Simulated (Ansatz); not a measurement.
## Single-point calculation of SiNH$_{4}$Cl$_{3}$

- system: SiNH$_{4}$Cl$_{3}$
- method: RKS PBE0-D4/def2-TZVPP (Ansatz 0.2.0)

The geometry is the product side of a reaction. The reaction was set up to form Si1–Cl7 and N2–H6 and to break Si1–N2 and H6–Cl7 (atoms counted from 1 in the order of the input); sticks are drawn by distance alone. The geometry comes from this level: PBE0-D4/def2-TZVP.

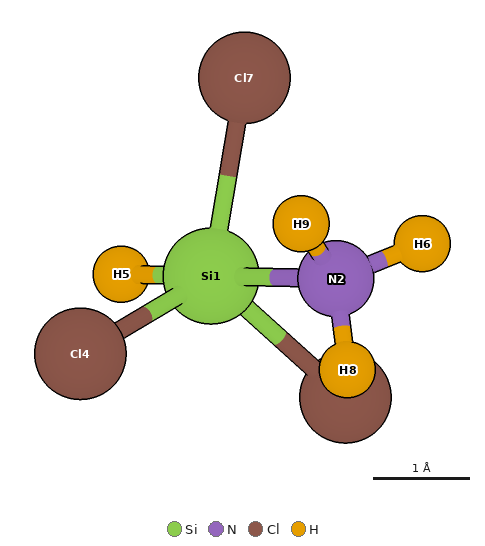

*The structure (ball-and-stick view, seen at a tilt; atoms are numbered from 1 in the order of the input).*

### The input
```yaml
crystal:
  periodic: [false, false, false]
  atoms:
    - {symbol: Si, position_ang: [-0.921465, 0.064419, -0.104503]}
    - {symbol: N, position_ang: [1.109978, -0.077609, 0.125894]}
    - {symbol: Cl, position_ang: [-0.590647, -1.007810, -1.878929]}
    - {symbol: Cl, position_ang: [-0.996317, -0.976019, 1.717479]}
    - {symbol: H, position_ang: [-2.386039, 0.166816, -0.270603]}
    - {symbol: H, position_ang: [1.579075, 0.367221, -0.657258]}
    - {symbol: Cl, position_ang: [-0.574588, 2.134908, -0.083670]}
    - {symbol: H, position_ang: [1.386305, -1.053980, 0.165824]}
    - {symbol: H, position_ang: [1.393700, 0.381954, 0.985868]}
basis:
  gaussian: {orbitals: def2-TZVPP}
hamiltonian: {xc: pbe0, dispersion: d4}
output: {orbitals: {seedname: orbitals}}
```

Hardware: 8 threads of Arm Neoverse V1, 23 GiB of memory available, shared host.

Launched with:
```bash
ansatz run in.yaml --threads 8 --pin off --events-out ev --progress --plain --max-ram 19148MiB
```

### The program's output
```
Functional definition: PBE0
  name "PBE0"
  cite "Adamo & Barone, J. Chem. Phys. 110, 6158 (1999) doi:10.1063/1.478522"
  cite "Perdew, Burke & Ernzerhof, Phys. Rev. Lett. 77, 3865 (1996) doi:10.1103/PhysRevLett.77.3865"
  parent pbe
  parameter a = 0.25
  parameter kappa = 0.804
  parameter beta = 0.06672455060314922
  exchange = (1 - a)*pbe_x(kappa = kappa, mu = beta*pi^2/3) + a*exact_x
  correlation = pbe_c(beta = beta)
1657 factors; their error is unknown
mean field evaluation 1: about -46985.3521 eV, gradient 5.0e1 eV
mean field evaluation 2: about -46982.5816 eV, gradient 6.0e1 eV
mean field evaluation 4: about -46989.8677 eV, gradient 2.4e0 eV
mean field evaluation 8: about -46989.8815 eV, gradient 2.5e-2 eV
mean field -46989.99451450 eV, -1726.8504474456 hartree, gradient 7.4e-5 eV, S^2 0.000000; 0 other end points of the search recorded, 0 dependent functions left out
reference -46989.99454481 eV, -1726.8504485594 hartree; 38, 38 occupied and 217, 217 virtual orbitals, 1657 factors
Total energy: -46990.25939693 eV, -1726.8601816955 hartree
```

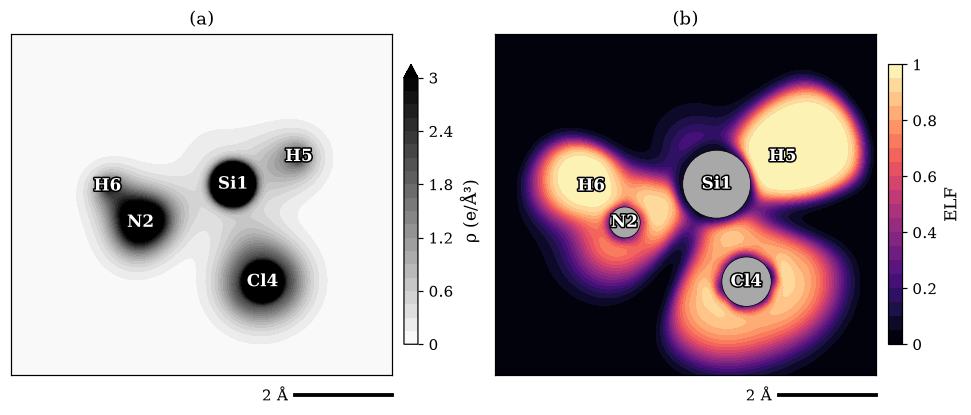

*(a) electron density; (b) electron localisation function on the plane of atoms N2, Si1 and Cl4. Grey discs, where drawn, cover atomic cores.*

The section cuts through Si, N, Cl and H sites. Si–H (1.48 Å): ρ at the midpoint is about 0.86 e/Å³; the ELF climbs to about 1 towards the hydrogen.

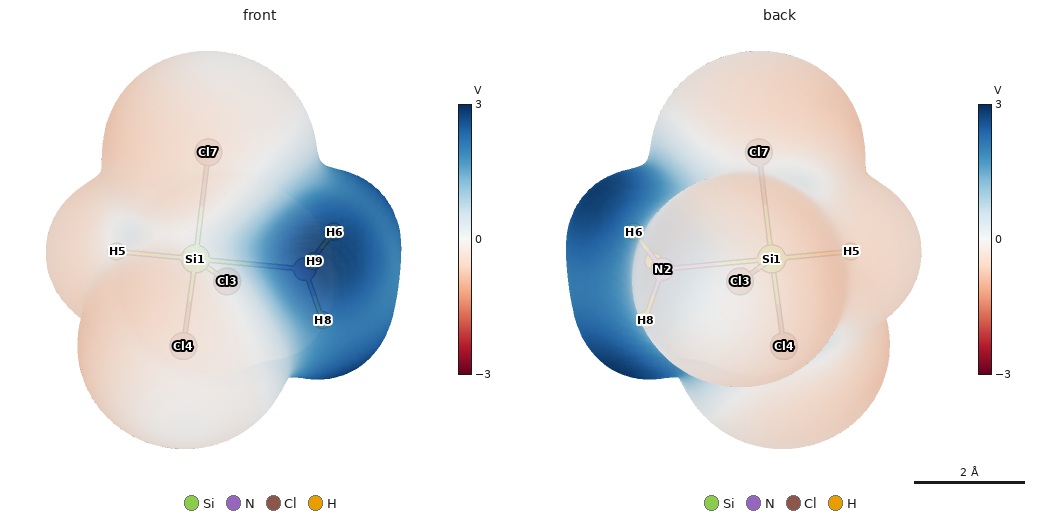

*The electrostatic potential painted on the density surface at 0.002 e/bohr³, seen at a tilt and from behind; red is negative and blue positive.*

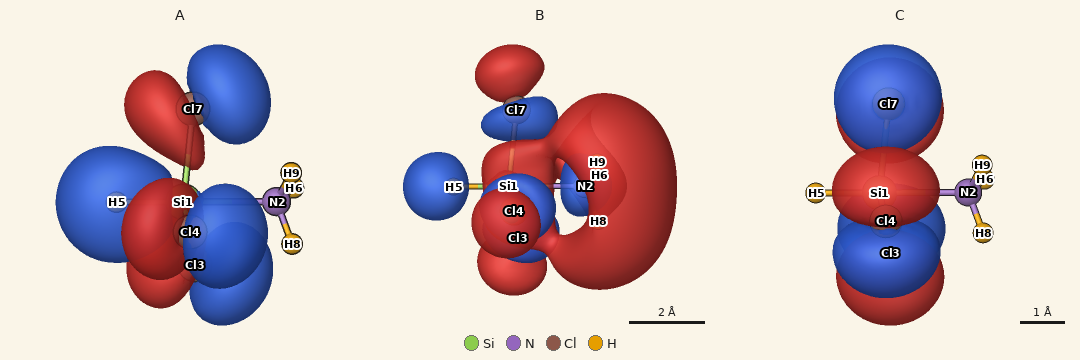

*Three frontier orbitals at ±0.06 Å⁻³ᐟ² (blue and red are the two phases).*

C is the HOMO−1 (−8.94 eV). A is the HOMO (−8.05 eV). It lies mainly on H5 (25 %), Cl3 (20 %), Cl4 (20 %), Cl7 (20 %) and Si1 (15 %). B is the LUMO (0.00 eV). By Hirshfeld shares it lies mainly on Si1 (20 %), H6 (10 %), H8 (10 %), H9 (10 %) and N2 (10 %). The HOMO–LUMO gap is 8.05 eV between the orbital energies.

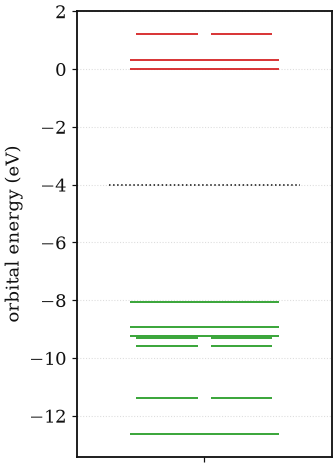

*Orbital energies near the frontier; the dotted line parts filled from empty levels, and levels within 0.02 eV of each other stand side by side.*

Highest filled −8.05 eV, lowest empty 0.00 eV, 8.05 eV apart.

### Key numbers

- outcome: converged
- total energy: −46990.2594 eV
- mean-field energy: −46989.9945 eV
- dispersion energy: −0.2649 eV
- SCF solution under orbital rotations: stable
- HOMO: −8.05 eV
- LUMO: 0.00 eV
- wall time: 2.8 s (CPU time 19 s)
- peak memory: 0.86 GiB
